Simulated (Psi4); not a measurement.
**N2H3 (SMILES [NH]N) at UHF/STO-3G**

What is the vertical ionisation energy of N2H3 at UHF/STO-3G? 

Program for the calculation: Psi4 1.11.

1 further run of the same task is left out (it didn't finish).

### 1 The structure to begin with

N2H3: 5 atoms, total charge 0, spin state doublet. SMILES: `[NH]N`. Geometry: relaxed at PBE0-D4/def2-TZVP. This is one conformer, not always the lowest.

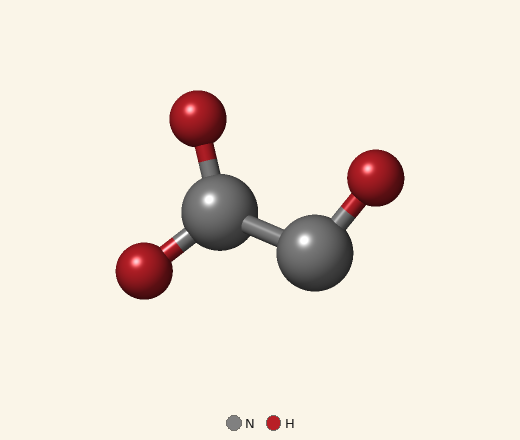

The structure, seen from a chosen angle (nitrogen grey, hydrogen red).

### 2 Energy and forces at UHF/STO-3G

Contents of h3n2.dat:

```
memory 2200 MB

molecule geom {
  0 2
  N     -0.187600    -0.818050     0.454040
  N     -0.128660     0.235610    -0.368450
  H      0.759840    -0.951450     0.811270
  H     -1.030950     0.592300    -0.640030
  H      0.587360     0.941580    -0.256830
  symmetry c1
}

set {
  basis STO-3G
  reference uhf
  puream true
  e_convergence 1e-09
  d_convergence 1e-08
  scf_type pk
  maxiter 100
}

E, wfn = gradient("scf", return_wfn=True)
oeprop(wfn, "MAYER_INDICES", "QUADRUPOLE", "DIPOLE")
print_variables()
```

Run with:

```sh
psi4 h3n2.dat h3n2.out -n 1
```

h3n2.out:

```text
[...]
  Running in c1 symmetry.
[...]
  Nuclear repulsion =   36.727994683701468
[...]
  Multiplicity = 2
[...]
  Nalpha       = 9
  Nbeta        = 8
[...]
    Number of basis functions: 13
[...]
   @UHF iter   1:  -109.07914605393466   -1.36755e+00   1.90364e-02 DIIS/ADIIS
[...]
   @UHF iter  15:  -109.14447483542031   -1.84741e-13   6.39153e-09 DIIS
[...]
   @S^2 Observed:                7.552555480E-01
[...]
    Orbital Energies [Eh]
    ---------------------
    Alpha Occupied:
       1A    -15.367519     2A    -15.345770     3A     -1.253004
       4A     -0.948821     5A     -0.671440     6A     -0.573955
       7A     -0.535512     8A     -0.395837     9A     -0.279389
    Alpha Virtual:
      10A      0.585426    11A      0.623842    12A      0.737338
      13A      0.802922
    Beta Occupied:
       1A    -15.363307     2A    -15.320907     3A     -1.199812
[...]
  @UHF Final Energy:  -109.14447483542031
   => Energetics <=
    Nuclear Repulsion Energy =             36.7279946837014677
    One-Electron Energy =                -221.6550684497982218
    Two-Electron Energy =                  75.7825989306764427
    Total Energy =                       -109.1444748354203114
  UHF NO Occupations:
  HONO-2 :    7  A 1.9993243
  HONO-1 :    8  A 1.9983188
[...]
  -Total Gradient:
     Atom            X                  Y                   Z
    ------   -----------------  -----------------  -----------------
       1        0.043500087506     0.059709805078    -0.040168628556
       2       -0.014327535962    -0.038738654899     0.052646560624
       3       -0.035818420141     0.000473795089    -0.009468651845
       4        0.014433032009    -0.009138092029     0.001894681074
       5       -0.007787163412    -0.012306853239    -0.004903961297
[...]
 Multipole Moments:
 ------------------------------------------------------------------------------------
     Multipole            Electronic (a.u.)      Nuclear  (a.u.)        Total (a.u.)
 ------------------------------------------------------------------------------------
 L = 1.  Multiply by 2.5417464519 to convert [e a0] to [Debye]
 Dipole X            :         -0.2558145            0.6691287            0.4133141
 Dipole Y            :         -0.4920658            1.2323074            0.7402417
 Dipole Z            :          0.2237232           -0.1810898            0.0426335
 Magnitude           :                                                    0.8488839
 L = 2.  Multiply by 1.3450342976 to convert [e a0^2] to [Debye ang]
 Quadrupole XX       :        -15.0529398            7.6527978           -7.4001420
 Quadrupole XY       :          0.2879478           -1.0533330           -0.7653852
[...]
```

It took 3.9 s on 1 thread of Intel Xeon at 2.50GHz (Skylake/Cascade Lake), shared host; peak memory 0.18 GiB.

### 3 The singlet cation: a single-point energy at HF/STO-3G

Contents of calc.dat:

```
memory 2200 MB

molecule {
  1 1
  N     -0.187600    -0.818050     0.454040
  N     -0.128660     0.235610    -0.368450
  H      0.759840    -0.951450     0.811270
  H     -1.030950     0.592300    -0.640030
  H      0.587360     0.941580    -0.256830
  symmetry c1
}

set {
  basis STO-3G
  puream true
  e_convergence 1e-09
  d_convergence 1e-08
  scf_type pk
}

result, w = energy("hf", return_wfn=True)
oeprop(w, "DIPOLE", "MULLIKEN_CHARGES", "QUADRUPOLE", title="HF")
print_variables()
```

Run with:

```sh
psi4 calc.dat calc.out -n 1
```

calc.out:

```text
[...]
  Running in c1 symmetry.
[...]
  Nuclear repulsion =   36.727994683701468
[...]
  Multiplicity = 1
[...]
  Nalpha       = 8
  Nbeta        = 8
[...]
    Number of basis functions: 13
[...]
   @RHF iter   1:  -108.84172155623587   -1.13013e+00   2.22363e-02 DIIS/ADIIS
[...]
   @RHF iter  13:  -108.89840918676130   -2.27374e-13   9.66164e-10 DIIS
[...]
    Orbital Energies [Eh]
    ---------------------
    Doubly Occupied:
       1A    -15.896362     2A    -15.869539     3A     -1.658707
       4A     -1.316932     5A     -1.071631     6A     -0.978200
       7A     -0.823170     8A     -0.791678
[...]
  @RHF Final Energy:  -108.89840918676130
   => Energetics <=
    Nuclear Repulsion Energy =             36.7279946837014677
    One-Electron Energy =                -214.4403707192705895
    Two-Electron Energy =                  68.8139668488078229
    Total Energy =                       -108.8984091867612989
[...]
 Multipole Moments:
 ------------------------------------------------------------------------------------
     Multipole            Electronic (a.u.)      Nuclear  (a.u.)        Total (a.u.)
 ------------------------------------------------------------------------------------
 L = 1.  Multiply by 2.5417464519 to convert [e a0] to [Debye]
 Dipole X            :         -0.0563517            0.6691287            0.6127770
 Dipole Y            :         -0.4205613            1.2323074            0.8117461
 Dipole Z            :          0.2456472           -0.1810898            0.0645574
 Magnitude           :                                                    1.0191148
 L = 2.  Multiply by 1.3450342976 to convert [e a0^2] to [Debye ang]
 Quadrupole XX       :        -13.4006968            7.6527978           -5.7478990
 Quadrupole XY       :         -0.0055166           -1.0533330           -1.0588496
[...]
  Mulliken Charges: (a.u.)
   Center  Symbol    Alpha    Beta     Spin     Total
       1     N     3.42832  3.42832  0.00000  0.14336
       2     N     3.58814  3.58814  0.00000 -0.17627
       3     H     0.33858  0.33858  0.00000  0.32283
       4     H     0.31928  0.31928  0.00000  0.36143
       5     H     0.32568  0.32568  0.00000  0.34865
   Total alpha =  8.00000, Total beta =  8.00000, Total charge =  1.00000
  Variable Map:
  ----------------------------------------------------------------------------
  "CURRENT ENERGY"           =>    -108.898409186761
[...]
```

Run time: 3.6 s. Hardware: 1 thread of Intel Xeon at 2.50GHz (Skylake/Cascade Lake), shared host; peak memory 0.18 GiB.

### 4 Summary of results

Level: UHF/STO-3G.

| quantity | value |
| --- | --- |
| doublet N2H3: total energy | -109.14447 Eh |
| doublet N2H3: dipole moment | 2.16 D |
| doublet N2H3: HOMO energy (highest over α and β) | -7.60 eV |
| doublet N2H3: LUMO energy (lowest over α and β) | 9.50 eV |
| doublet N2H3: ⟨S²⟩ | 0.755 |
| doublet N2H3: largest force on an atom | 4.324 eV/Å |
| singlet cation: total energy | -108.89841 Eh |
| singlet cation: HOMO energy | -21.54 eV |
| singlet cation: LUMO energy | -5.21 eV |
| singlet cation: HOMO–LUMO gap | 16.34 eV |
| vertical ionisation energy (to the singlet cation) | 6.696 eV |

**Reading.** Removing an electron at fixed nuclei costs 6.70 eV (646 kJ/mol). The largest force (doublet N2H3) is 4.32 eV/Å: the shape isn't a stationary point for this species at this level. Only the singlet of the ionised species was computed; a triplet could lie lower. In a minimal basis such a difference can be off by several eV, whatever the method. Mulliken charges (singlet cation) run from -0.18 on N2 to +0.36 on H4; they depend strongly on the basis.
